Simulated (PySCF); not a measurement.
Molecule: Ga(Cl)(Et)(Vi), SMILES C=[CH][Ga]([Cl])[CH2]C, singlet. Atoms near the plane z = 1.5 Å, at the CAM-B3LYP/def2-SVP optimised geometry (x, y, z in Å): Ga1 (-0.7, -0.8, 0.0), Cl2 (-1.7, -2.8, 0.0), C3 (1.2, -0.8, 0.0), C4 (1.9, -2.2, 0.0), H5 (1.6, -0.2, 0.9), H8 (1.6, -2.8, 0.9), H9 (3.0, -2.1, 0.0), C10 (-1.9, 0.7, 0.0), C11 (-1.5, 1.9, 0.0), H12 (-3.0, 0.5, 0.0), H13 (-2.2, 2.8, 0.0), H14 (-0.4, 2.2, 0.0).

Level of theory: CAM-B3LYP/def2-TZVP (PySCF). The values are rescaled to run from 0 to 1.

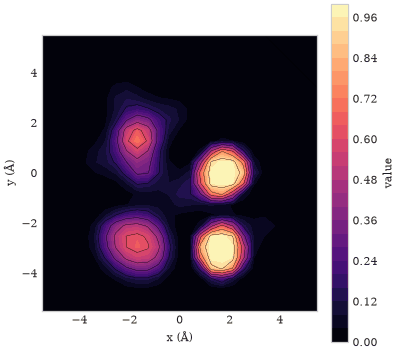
a field on the plane z = 1.5 Å.

Q: Which quantity is mapped?
A) Laplacian of the electron density
B) deformation density (molecule minus spherical neutral atoms)
C) electron localisation function
D) electrostatic potential

A: C, electron localisation function
